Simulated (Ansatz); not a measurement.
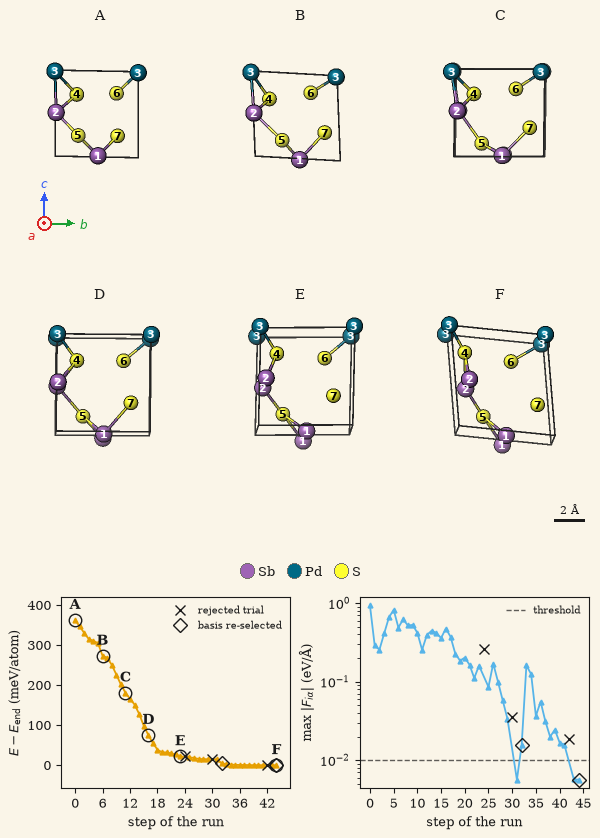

Frames of a relaxation of crystalline Sb2PdS4 (built on the Cu2WS4-111 type type), marked on the history of the run. A ball-and-stick model of the cell of the calculation, reduced to other axes, seen along the a axis. Lengths and directions refer to the drawn axes.

Case: shaken.

Level of theory: Ansatz 0.2.0, DFT, PBEsol, plane waves, PAW. (plane-wave cutoff 420 eV; k-point mesh 4 × 4 × 4; occupations fermi dirac; smearing width 0.05 eV; no spin polarisation; cell and atoms relaxed; force threshold 0.01 eV/Å; at most 120 steps)

> Describe the path.

Over 39 accepted moves (44 points after the start) the energy falls by 363 meV per atom. Largest force component: 0.94 eV/Å at the start, 0.0056 eV/Å at the end. The pressure goes from 1.32 to 0.01 GPa. The line search rejected the trial steps at points 24, 30, 42 of the run. The SCF was repeated twice at an unchanged geometry on a basis and grid sized afresh for the cell, which shifted the energy by 10.2 meV per atom at most. Sb1 moves most relative to the cell: 1.70 Å along −a. By element the largest moves are Sb 1.70 Å, S 1.64 Å, Pd 0.20 Å. The volume changes by +1.6 %, with a 4.890 → 3.866 Å (−20.9 %), b 5.578 → 6.469 Å (+16.0 %), c 5.759 → 6.789 Å (+17.9 %), α 91.1° → 100.1°, β 90.2° → 74.8°, γ 90.1° → 84.7°. Among the contacts that change: Sb1–S7 6.683 → 2.863 Å, Sb2–S5 6.778 → 3.076 Å, Sb2–S6 2.571 → 4.231 Å, Sb1–S6 3.895 → 2.550 Å. New bonds form, among them: Sb1–S5 (3.84 → 2.85 Å), Sb1–S6 (3.89 → 2.55 Å), Sb1–S7 (another periodic image) (6.68 → 2.86 Å). Bonds break, among them: Sb1–S7 (2.41 → 3.64 Å). Bond angles that change, for instance: Sb1–S5–Sb2 104.8° → 174.2°, S5–Pd3–S6 105.4° → 168.4°, S4–Pd3–S7 107.1° → 160.4°. The space group stays P1 (No. 1). Cost: 8.6 min on 4 threads of Intel(R) Xeon(R) Processor @ 2.50GHz (Skylake/Cascade Lake), with other jobs on the host, peak memory 0.61 GiB. From step 0 to 6: Sb2 moves most (0.73 Å), volume −0.8 %, energy −89.5 meV per atom. From step 6 to 11: Sb1 moves most (0.71 Å), volume −1.2 %, energy −92.1 meV per atom. From step 11 to 16: S7 moves most (0.68 Å), volume +2.4 %, energy −106 meV per atom. From step 16 to 23: S7 moves most (0.61 Å), volume −2.3 %, energy −53.4 meV per atom. From step 23 to 44: Sb2 moves most (0.50 Å), volume +3.6 %, energy −22.3 meV per atom.

```
step  E − E(0), meV/atom  largest force component, eV/Å  pressure, GPa  volume, Å³/atom                      note
   0                0.00                         0.9362           1.32           22.439                          
   1              -15.88                         0.2897          -0.27           23.053                          
   2              -32.75                         0.2559          -0.25           22.600                          
   3              -47.78                         0.4116          -0.46           22.218                          
   4              -52.08                         0.6578          -0.21           21.866                          
   5              -57.92                         0.8251          -1.89           22.931                          
   6              -89.47                         0.4890           1.13           22.267                          
   7              -94.16                         0.6240           1.41           22.093                          
   8             -111.95                         0.5202           0.57           22.367                          
   9             -136.22                         0.5295           0.41           22.435                          
  10             -161.13                         0.4194           0.16           22.256                          
  12             -196.92                         0.3927           0.24           22.107                          
  14             -234.70                         0.4195          -0.90           22.691                          
  15             -264.06                         0.3598          -0.83           22.741                          
  17             -307.28                         0.3740           0.36           22.225                          
  19             -330.52                         0.1854           0.38           21.954                          
  21             -333.23                         0.1646          -0.30           22.017                          
  23             -340.63                         0.1602           0.54           21.999                          
  24             -340.10                         0.2622          -0.45           22.376                  rejected
  26             -344.65                         0.1703           0.35           22.323                          
  28             -347.59                         0.0579          -0.18           22.482                          
  30             -347.76                         0.0358           0.00           22.442                  rejected
  31             -347.83                         0.0056           0.02           22.424                          
  33             -359.99                         0.1616           0.36           22.703                          
  35             -361.98                         0.0367           0.01           23.018                          
  37             -362.31                         0.0313          -0.06           23.014                          
  39             -362.65                         0.0245          -0.02           22.928                          
  40             -362.74                         0.0168           0.02           22.840                          
  42             -362.75                         0.0184           0.00           22.789                  rejected
  44             -362.89                         0.0056           0.01           22.801  same geometry, new basis
```
